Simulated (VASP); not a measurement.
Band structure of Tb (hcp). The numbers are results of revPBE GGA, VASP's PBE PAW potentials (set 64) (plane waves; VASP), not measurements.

The 4f electrons are frozen in the core of the lanthanide potential, so 4f levels, which can set the real gap, and their magnetism are missing.

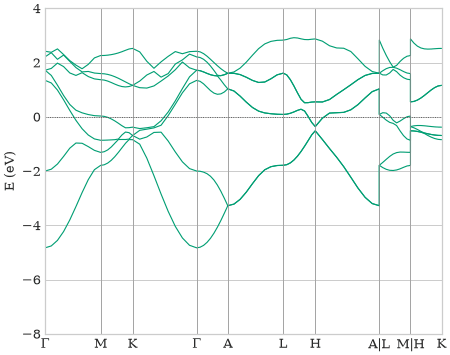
Bands along high-symmetry lines, zero at the valence-band maximum or, without a gap, the Fermi level

Task: Read the plot: is there a gap, and where are the band edges?

Result: It has no gap at this level: it comes out as a metal or semimetal. (Edges off the drawn lines would not show.)

The compound is Tb in the hcp structure. It was relaxed first, which changed the volume by +5 %.
